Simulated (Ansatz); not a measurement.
## Amorphous Si30N40Na

It comes from a melt-quench run on a machine-learned potential (CHGNet), relaxed afterwards by DFT. N atoms were pushed apart under 1.9 Å during the dynamics, to hinder bonds among them. The hot cell started wider than the set density and was brought back towards it in steps. It is the lowest in DFT energy of 2 quenches. It is a model cell: composition and starting density were chosen by hand, and all elements were melted together. No dispersion term was used.

Methods: PBE, scalar-relativistic without spin-orbit coupling (Ansatz, a quantum-chemistry and plane-wave program); r2SCAN, scalar-relativistic without spin-orbit coupling (Ansatz); HSE06, scalar-relativistic without spin-orbit coupling (Ansatz). Geometry, pressure, stress and energy are those of the PBE run. Its sampling: a 2×2×2 Γ-centred mesh; Fermi-Dirac width 0.02 eV; collinear spin, started from a total moment of 1 μB (at the end a net moment of 1.0 μB). Other functionals are single points at the zone centre (r2SCAN at 500 eV; exact exchange cut at the cell's faces), free to take moments where seeds were set. In the spin-polarised cell the level spacing at the Fermi energy can part levels of unlike spin. At PBE the levels at the filled edge of the gap are localised (band-tail or defect states), and the nearest spread-out levels lie 2.2 eV apart at the zone centre.

```json
{
 "number_of_atoms_in_the_cell": "71",
 "Density (held, not predicted)": "2.95 g/cm³",
 "volume_per_atom": "76.4 bohr³",
 "Pressure on a 2×2×2 Γ-centred mesh": "-0.86 GPa",
 "Largest force and stress component on that mesh (the relaxation ran on the zone centre alone)": "0.18 eV/Å and 6.7 GPa",
 "Level spacing at the Fermi energy on a 2×2×2 Γ-centred mesh (PBE)": "0.87 eV",
 "Level spacing at the Fermi energy at the zone centre (PBE)": "1.08 eV",
 "Level spacing at the Fermi energy at the zone centre (r2SCAN)": "1.63 eV",
 "Level spacing at the Fermi energy at the zone centre (HSE06)": "2.19 eV",
 "net_moment": "1.00 μB"
}
```

Cut-offs for bonds: Si-Si 2.60 Å, Si-N 2.12 Å, Si-Na 3.05 Å, N-N 1.70 Å, N-Na 2.84 Å, Na-Na 3.65 Å. Two cations that share two anions don't count as bonded, nor two that share one unless they lie closer than Si-Si 2.38 Å, Si-Na 2.96 Å, Na-Na 3.55 Å.

The mean coordination of Si by anions comes out as 3.93 (3 with 3, 26 with 4, 1 with 5); 1 close contacts or bonds to cations besides. The mean coordination of N is 3.02 (2 with 2, 35 with 3, 3 with 4). The mean coordination of Na by anions is 3.00 (1 with 3); 1 close contacts or bonds to cations besides, the mean Si-N bond is 1.770 Å (spread 0.062 Å, 118 counted) and the mean N-Na bond is 2.552 Å (spread 0.073 Å, 3 counted).

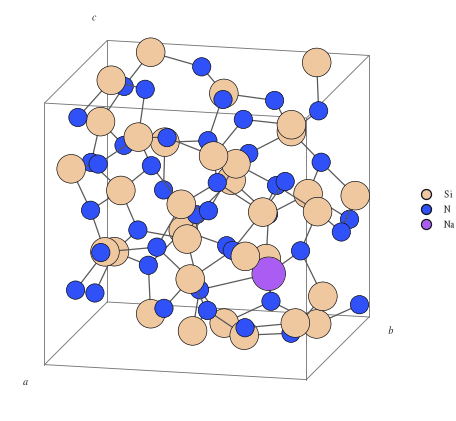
*The relaxed cell*

Its density started from a set value of 2.95 g/cm³. The quench (nominally 380 K/ps over its main leg) was far faster than any real one, so the model tends to hold more defects than a real film. Values belong to this one cell and scatter from quench to quench. The volume was held where the preparation left it, at a PBE pressure of -0.9 GPa (tension). Stress components on the final sampling reach 6.7 GPa. On a 2×2×2 Γ-centred mesh force components of up to 0.18 eV/Å stay, since the relaxation ran on the zone centre alone.
